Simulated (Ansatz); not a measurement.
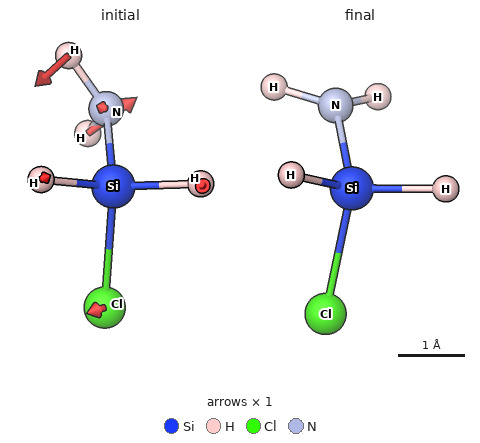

The structure of SiNH$_{4}$Cl before (left) and after (right) a relaxation, at one scale. The red arrows give the displacements, at their true length.

Style: ball-and-stick. Shown from a free direction.

It is one of the separated products of a reaction.

All numbers below come from RKS PBE0-D4/def2-TZVP in Ansatz. (force threshold 0.005 eV/Å; at most 200 steps)

Question: Describe what moved and what it gained.

Answer: The largest move after the best rigid fit is that of an H atom, 0.98 Å. By element the largest moves are H 0.98 Å, Cl 0.35 Å, N 0.21 Å, Si 0.05 Å. Near-neighbour distances that change, for instance: N–Si 1.741 → 1.701 Å, Cl–Si 2.061 → 2.072 Å, H–N 1.013 → 1.007 Å. Bond angles that change, for instance: Cl–Si–N 105.7° → 115.3°, Si–N–H 114.6° → 120.4°, H–Si–N 113.2° → 108.4°. Groups turn about N–Si by about 75°. After 11 accepted moves (12 points after the start) the energy has fallen by 3.87 kcal/mol. Largest force component: 0.84 eV/Å at the start, 0.0022 eV/Å at the end. The line search rejected the trial step at point 5 of the run. Cost: 9.5 s on 8 threads of Arm Neoverse V1 (shared host).
